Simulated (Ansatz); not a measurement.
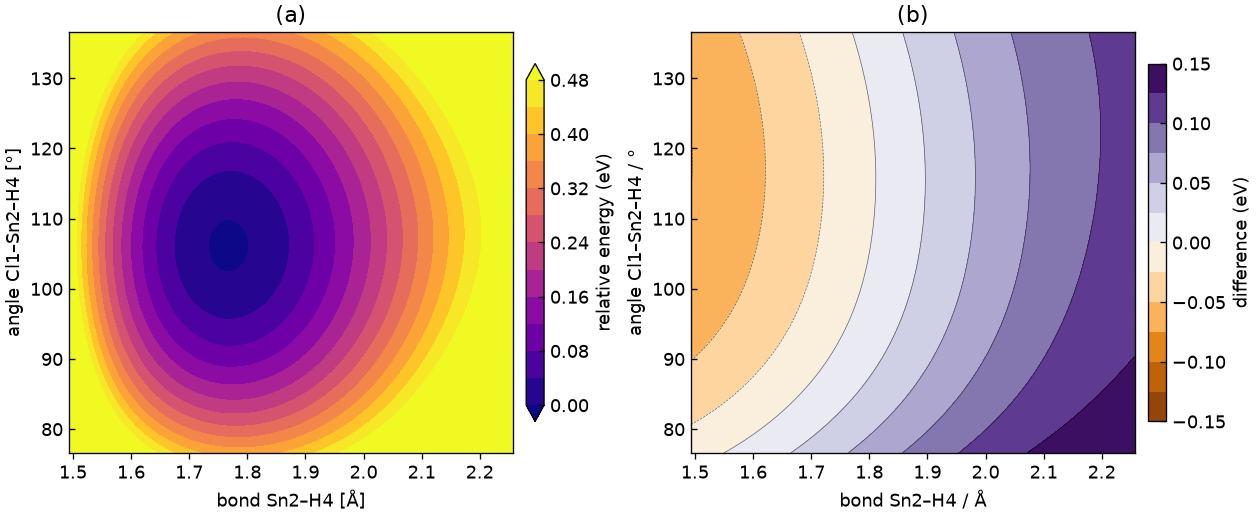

Cl2HSn, SMILES [Cl][SnH][Cl], spin multiplicity 2. 
- Two internal coordinates are moved rigidly from the geometry relaxed at PBE0-D4/def2-TZVP, all others fixed.
- The first coordinate is: bond Sn2–H4; the second: angle Cl1–Sn2–H4.
- Grid: 5 × 5 points.
- Points are written as (first, second).
- All energies are given in eV relative to each map's own lowest point.
- Method: UKS PBE-D4/def2-TZVPP in Ansatz.

Panel (a): UKS PBE-D4/def2-TZVPP in Ansatz 0.2.0. Panel (b): the map at Ansatz, UKS PBE0-D4/def2-TZVPP less the map of (a), each from its own lowest point.

How does the change of method alter the landscape?

The difference runs from −0.08 eV at (1.493 Å, 121.6°) to 0.14 eV at (2.257 Å, 76.6°). The interpolated minimum moves from 1.7597 to 1.7348 Å in bond Sn2–H4 and 106.01 to 106.66° in angle Cl1–Sn2–H4.
